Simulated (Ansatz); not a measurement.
Fluorite PbF2 (high-temperature phase) was calculated with r²SCAN (Ansatz, an electronic-structure program, PAW).

Run with plane-wave cutoff 560 eV, 10×10×10 k mesh, Fermi–Dirac smearing 0.01 eV, scalar-relativistic PAW data made under PBE.

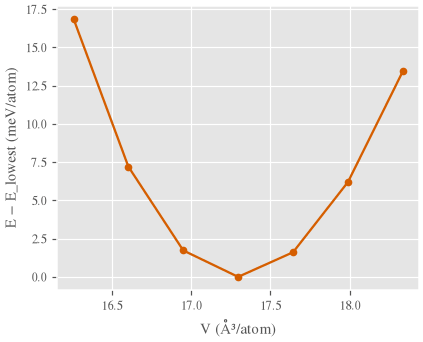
Figure: Total energy against volume

From the curve, estimate the equilibrium volume and the bulk modulus.

V0 ≈ 17.3 Å³/atom and B0 ≈ 77 GPa; the fit gives V0 = 17.296 Å³/atom, B0 = 77.2 GPa, B′ = 4.7.

Measured, for comparison: bulk modulus 64 GPa, equilibrium volume per atom 17.46 Å³/atom (temperature not stated, not corrected to a static lattice; as tabulated in Cadelano and Cappellini (2011), arXiv:1107.5962). Computed (rounded) less measured: bulk modulus +21 %, equilibrium volume per atom -0.9 %. A static lattice is as a rule a little smaller and stiffer than an uncorrected measurement, which narrows the difference in the equilibrium volume per atom and would widen misses of the other sign.

Spin–orbit coupling is not included; it can shift volumes and moduli of such heavy elements.
